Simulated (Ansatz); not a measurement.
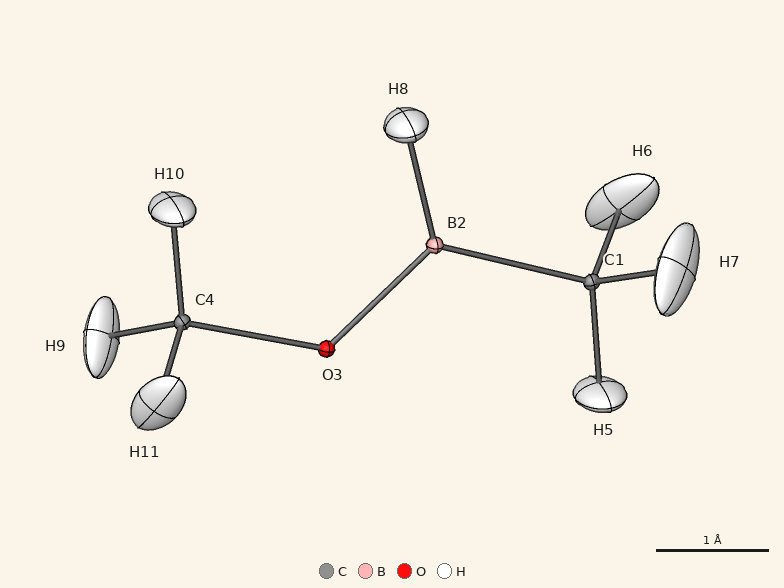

Displacement ellipsoids at the 50 % level, from the internal vibrations of the free molecule (harmonic, no overall translation or rotation; no half-axis is drawn under 0.075 Å). Vibrations computed with RKS PBE0-D4/def2-TZVP (Ansatz 0.2.0). Temperature: 100 K.

Question: Which atom moves most?

Answer: H7, with U_eq = 0.0390 Å².

Question: Does H7 move more along its bond or across it?

Answer: Across it: the root-mean-square amplitude is 0.079 Å along the bond and up to 0.299 Å across, since bending and torsion are softer than stretching.

List U_eq and the three principal root-mean-square amplitudes for each kind of atom. Atoms whose distances differ by more than 0.02 Å in this geometry are listed apart.

| atom | U_eq (Å²) | rms amplitudes (Å) |
| --- | --- | --- |
| C1 | 0.0012 | 0.029, 0.036, 0.040 |
| B2 | 0.0025 | 0.033, 0.044, 0.066 |
| O3 | 0.0019 | 0.028, 0.039, 0.058 |
| C4 | 0.0014 | 0.032, 0.037, 0.043 |
| H5 | 0.0270 | 0.076, 0.148, 0.231 |
| H6 | 0.0388 | 0.079, 0.145, 0.299 |
| H7 | 0.0390 | 0.079, 0.145, 0.299 |
| H8 | 0.0191 | 0.089, 0.127, 0.182 |
| H9 | 0.0284 | 0.080, 0.131, 0.248 |
| H10 | 0.0242 | 0.077, 0.128, 0.224 |
| H11 | 0.0284 | 0.080, 0.131, 0.248 |
